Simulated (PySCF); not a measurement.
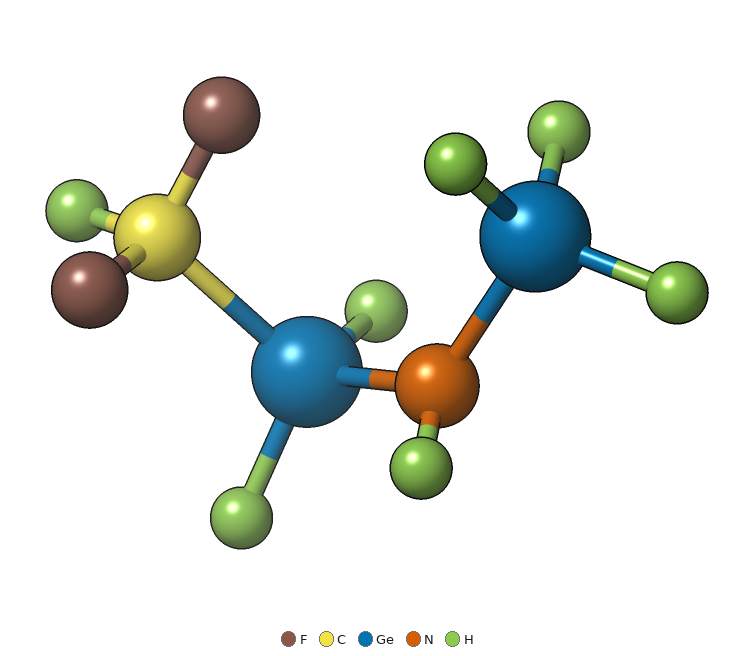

Computed geometry: PBE0-D3(BJ)/def2-SVP optimisation. No frequency run is at hand to confirm it as a minimum.

Give the structural formula.

SMILES: F[CH](F)[GeH2][NH][GeH3]

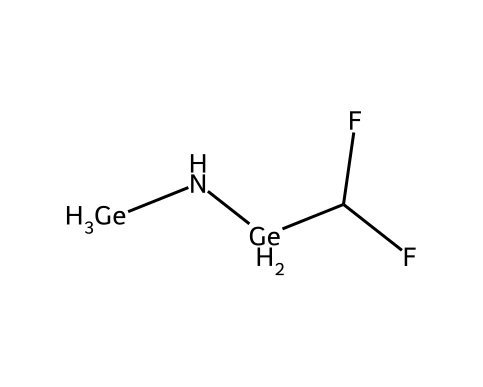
